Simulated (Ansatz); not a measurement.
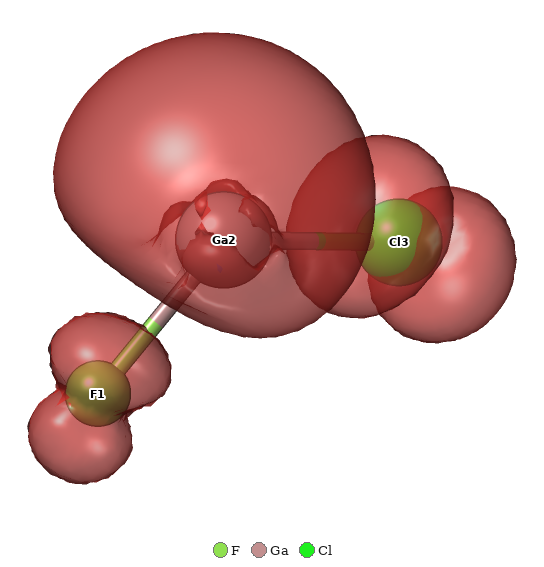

Figure 1: ClFGa (doublet). Isosurfaces of the spin density (α minus β) at +0.02 (red) and −0.02 e/Å³ (blue), seen at an oblique angle.

These are results of UKS CAM-B3LYP-D4/def2-SVP in Ansatz 0.2.0, not measurements.

```xyz
3

F    -1.4161    0.2913   -0.7526
Ga    0.0636    0.6565    0.1115
Cl    1.3416   -1.0126    0.6278
```

Question: Where is the unpaired spin?

Answer: The unpaired spin (1 electron) lies mostly on Ga2 (about 0.7), Cl3 (about 0.2) and F1 (about 0.1), in electrons by Hirshfeld's partition.
